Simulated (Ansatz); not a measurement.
# Calculations on AlBH5O3Cl

## 1. Relaxation

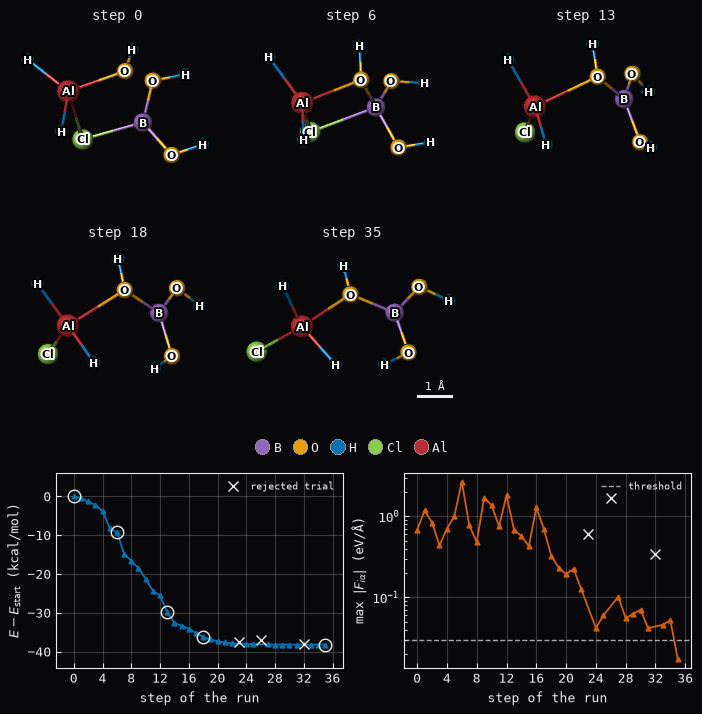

Frames of a relaxation of AlBH5O3Cl, marked on the history of the run. The picture is a ball-and-stick view, seen at a tilt.

The run prepares an end point of a later path (reaction) calculation, from a guessed geometry.

Level of theory: RKS PBE/def2-SVP (Ansatz). (no spin polarisation; force threshold 0.03 eV/Å; at most 50 steps)

> What happens along the run?

After 32 accepted moves (35 points after the start) the energy has fallen by 38.2 kcal/mol. Largest force component: 0.67 eV/Å at the start, 0.017 eV/Å at the end. The line search rejected the trial steps at points 23, 26, 32 of the run. An H atom moves most after the best rigid fit: 1.81 Å. Largest moves by element: H 1.81 Å, Cl 1.78 Å, O 1.35 Å, B 1.03 Å, Al 0.64 Å. Among the contacts that change: B–Cl 1.825 → 4.177 Å, B–O 2.604 → 1.435 Å, Al–Cl 2.684 → 2.147 Å, Al–O 1.763 → 1.988 Å. New bonds form, among them: B–O (2.60 → 1.43 Å). Bonds break, among them: B–Cl (1.82 → 4.18 Å). Among the angles between lasting bonds that change: Cl–Al–H 96.5° → 116.5°, O–Al–H 113.6° → 95.1°, O–Al–H 118.6° → 101.9°. Groups turn about B–O by about 165°. Cost: 53 s on 4 threads of Arm Neoverse V2, with other jobs on the host, peak memory 0.17 GiB. From step 0 to 6: an O atom moves most (0.68 Å), energy −9.27 kcal/mol. From step 6 to 13: an H atom moves most (0.74 Å), energy −20.6 kcal/mol. From step 13 to 18: an H atom moves most (0.83 Å), energy −6.27 kcal/mol. From step 18 to 35: the Cl atom moves most (0.83 Å), energy −2.06 kcal/mol.

## 2. Relaxation

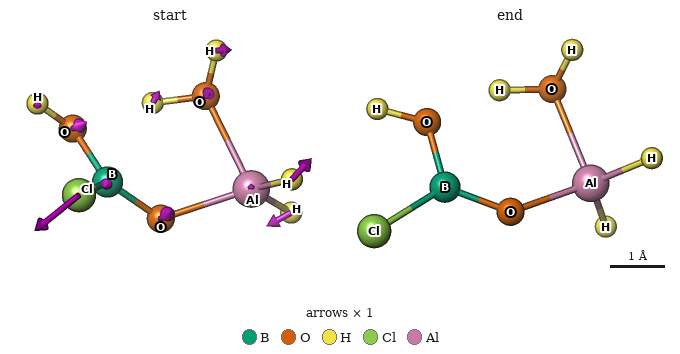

The structure of AlBH$_{5}$O$_{3}$Cl before (left) and after (right) a relaxation, at one scale. The purple arrows give the displacements, at their true length.

The picture is a ball-and-stick view, seen from a free direction.

The run prepares an end point of a later path (reaction) calculation, from a guessed geometry.

These are results of Ansatz 0.2.0, RKS PBE/def2-SVP, not measurements. Settings: no spin polarisation; force threshold 0.03 eV/Å; at most 50 steps.

> What changed between the two?

The energy falls by 0.511 eV in 12 geometry steps. The largest force component goes from 1.4 to 0.013 eV/Å. The Cl atom moves most after the best rigid fit: 1.23 Å. Largest moves by element: Cl 1.23 Å, O 0.80 Å, H 0.65 Å, B 0.27 Å, Al 0.11 Å. Near-neighbour distances that change, for instance: B–O 1.355 → 1.320 Å, Al–O 1.966 → 1.995 Å, B–O 1.400 → 1.413 Å, Al–O 1.793 → 1.804 Å. Among the angles between lasting bonds that change: H–O–Al 129.3° → 112.4°, O–Al–O 82.5° → 95.3°, B–O–Al 124.5° → 134.8°. Groups turn about B–O by about 90°, Al–O by about 50°.

## 3. Path

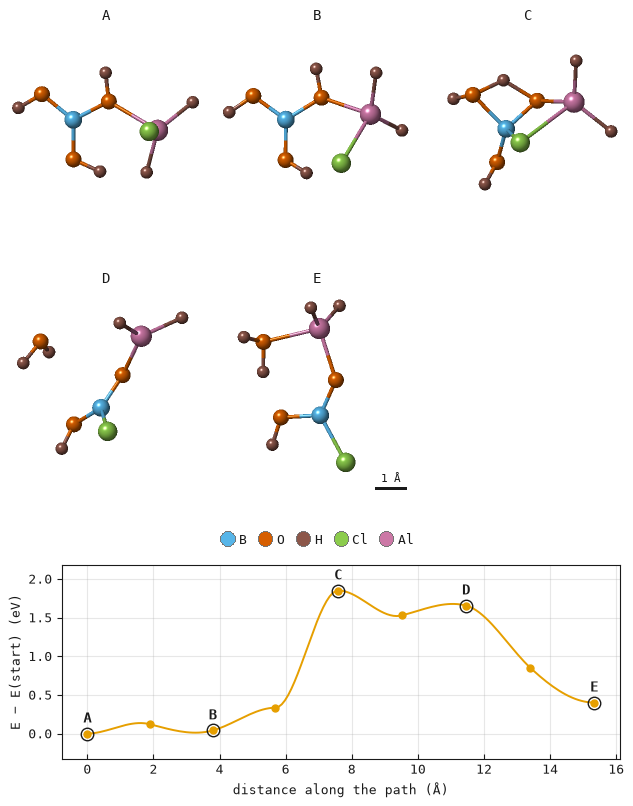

NEB run on AlBH5O3Cl. Images are numbered from 0 (start) to 8 (end). Frames A to E are images 0, 2, 4, 6, 8. The picture is a ball-and-stick view, seen from a free direction.

Method: RKS PBE/def2-SVP in Ansatz 0.2.0. Settings: 7 movable images; climbing image; force threshold 0.05 eV/Å; iteration limit 60; starting path through a guess of the saddle point.

Q: Read off the barrier and say what moves.

A: The energy climbs by 1.85 eV to image 4 and then falls by 1.45 eV, so the end point sits at +0.40 eV. The profile has 3 maxima (images 1, 4, 6) with a dip at image 2, 5 (+0.04 eV, +1.53 eV), so the process runs in steps. The path has more than one stage, and so few images may leave a stage unresolved. Breaking: B–O (1.36 → 3.11 Å), Al–Cl (2.15 → 4.54 Å), H–O (0.98 → 2.59 Å). Forming: B–Cl (4.18 → 1.79 Å), Al–O (4.25 → 1.99 Å), H–O (2.41 → 1.01 Å). The band converged in 40 iterations. The largest component of the band force went from 19000 to 0.043 eV/Å. The climbing image converged on the top of the path. Its vibrational analysis gives one imaginary mode (1141i cm⁻¹), as a transition state must have.
